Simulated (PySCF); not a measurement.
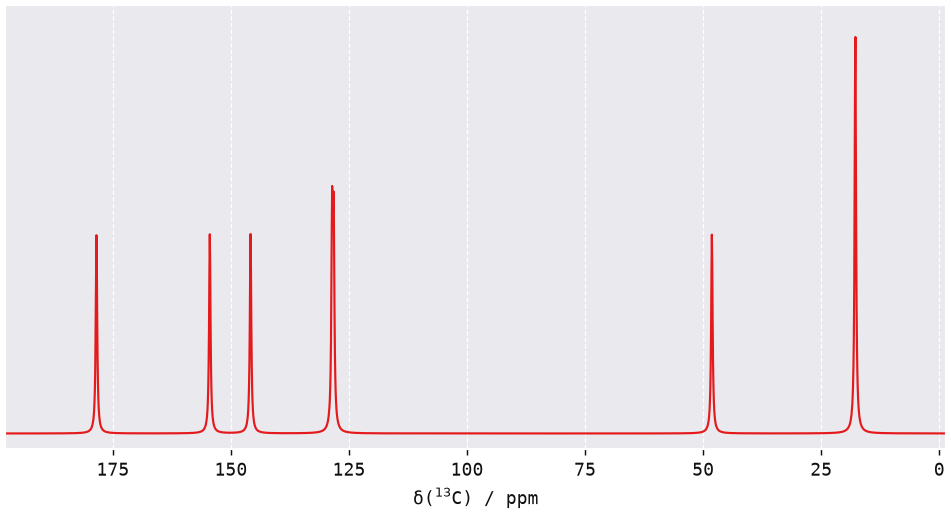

GIAO shifts, PBE0/pcSseg-1 (IEF-PCM acetone) with PySCF, at a PBE0-D3(BJ)/def2-SVP geometry (no frequency check), against TMS for ¹³C computed at the same level. fully decoupled, line heights follow the number of nuclei, widths are arbitrary (no quadrupolar broadening); values of one conformer, averaged over methyl-type rotors and exact or near symmetry; other conformers aren't averaged in.

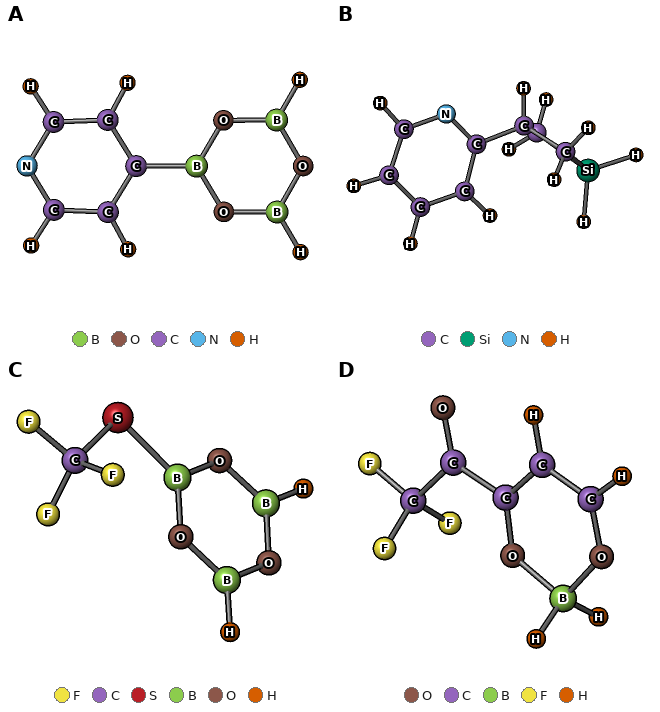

Which molecule was computed? The candidates are drawn in the second picture.

Structure B, C₈H₁₁NSi, SMILES c1ccc(C2C[SiH2]C2)nc1. Its ¹³C signals: 178.5 (1 C), 154.5 (1 C), 145.8 (1 C), 128.6 (1 C), 128.2 (1 C), 48.2 (1 C), 17.8 (2 C) ppm.
